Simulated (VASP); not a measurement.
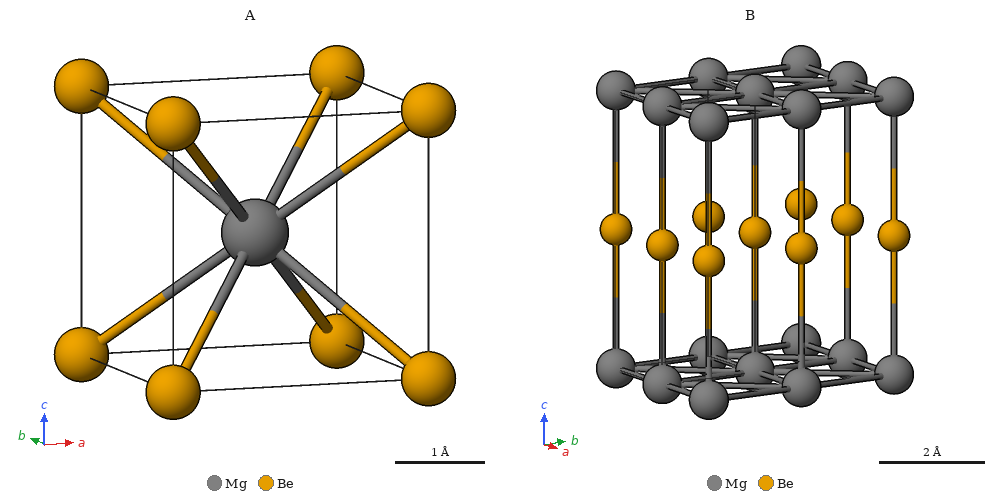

Two structures of MgBe, each relaxed (cell and atoms) at zero pressure; conventional cells in solid outline, small ones repeated, each panel with its own scale. Alike in all runs: VASP 6.6.1; functional r2SCAN; dispersion D4; VASP's PAW PBE potentials, release 64 (Mg, Be); cutoff 600 eV; occupations methfessel-paxton, width 0.1 eV; no spin polarisation; no spin-orbit coupling. The k meshes have like spacings.

**Give the type and space group of each panel.**

A: caesium chloride (CsCl, B2) type, Pm-3m; B: 2 atoms a cell on a primitive hexagonal lattice, P6/mmm.

**Rank them by energy, lowest first.**

A, then B (+571 meV/atom), static energies at zero smearing.

**Collect the results in a table.**

| panel | space group | E − E(lowest) (meV/atom) | volume (Å³/atom) |
| --- | --- | --- | --- |
| A | Pm-3m | 0 | 14.4 |
| B | P6/mmm | 571 | 17.0 |

The starts are database entries or structure types tried for this composition, and the most stable form need not be among them.

Caveat: the volume moved by over fifteen percent.
